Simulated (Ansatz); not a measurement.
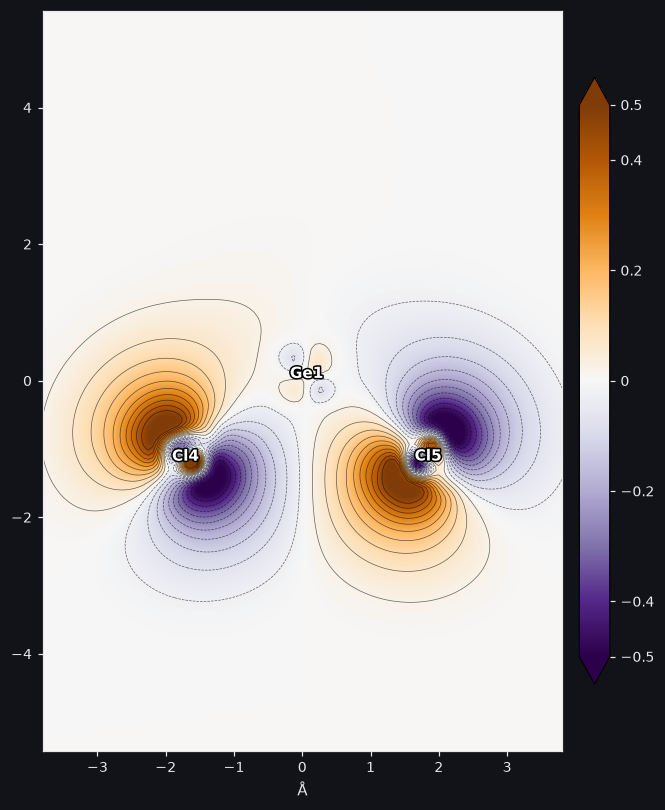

Figure. Cl2FGeHS···H2. The HOMO−1 on the plane of atoms Cl4, Ge1 and Cl5 (values in Å⁻³ᐟ²; the overall sign is arbitrary).

The calculation used RKS PBE/def2-SVP (Ansatz).

Input

```
crystal:
  periodic: [false, false, false]
  atoms:
    - { symbol: Ge, position_ang: [-0.672763, -0.21835, -0.369386] }
    - { symbol: H, position_ang: [0.082987, 0.545137, 2.167983] }
    - { symbol: F, position_ang: [0.86404, -0.740138, 0.280081] }
    - { symbol: Cl, position_ang: [-0.400808, 1.84549, -0.911122] }
    - { symbol: Cl, position_ang: [-1.017024, -1.375493, -2.159083] }
    - { symbol: S, position_ang: [-2.313283, -0.592425, 1.106988] }
    - { symbol: H, position_ang: [-3.079594, -1.176713, 0.140254] }
    - { symbol: H, position_ang: [-0.542656, 0.839691, 2.373784] }
basis:
  gaussian: { orbitals: def2-SVP }
hamiltonian:
  xc: pbe
relax:
  f_tol: 0.03
  max_steps: 50
output:
  orbitals: {}
```

Run with:

```sh
ansatz run input.yaml --threads 4 --pin off --max-ram 5120MiB --backend cpu --events-out ev --progress --plain --runs-dir out
```

The fields are those of the run's last geometry, not of the input's.

Describe this orbital and give its energy.

Answer. Its weight (Hirshfeld) is mainly on Cl5 (about 50 %) and Cl4 (about 45 %); largely a combination of lone pairs on Cl5 and Cl4. Its energy is −8.07 eV.
